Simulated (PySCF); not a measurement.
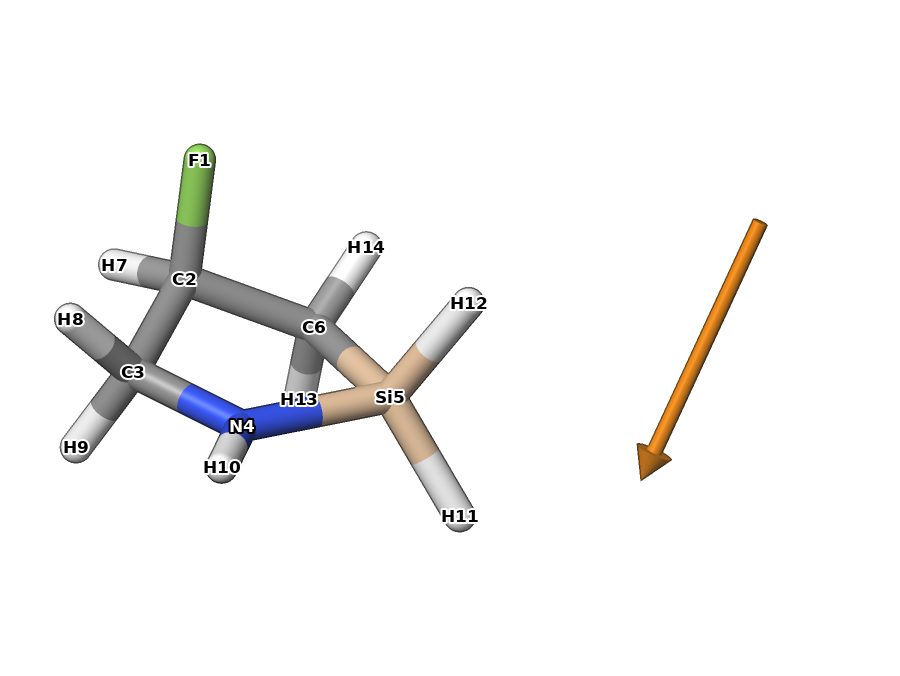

The arrow beside the molecule shows the direction of the dipole moment, from the negative to the positive end (its length means nothing). The geometry was computed by an optimisation with GFN2-xTB. No frequency run is at hand to confirm it as a minimum. Properties computed with PBE0/pcSseg-1, gas phase (PySCF 2.14.0).

Q: Estimate the dipole moment.

A: 1.75 D; it points from the side of F1, H12 to the side of H9 (the outermost atoms at the two ends).

The geometry is semi-empirical. Around Si such bond lengths and angles can be off by a tenth of an ångström or more and by several degrees, and values that hang on the shape move with them.
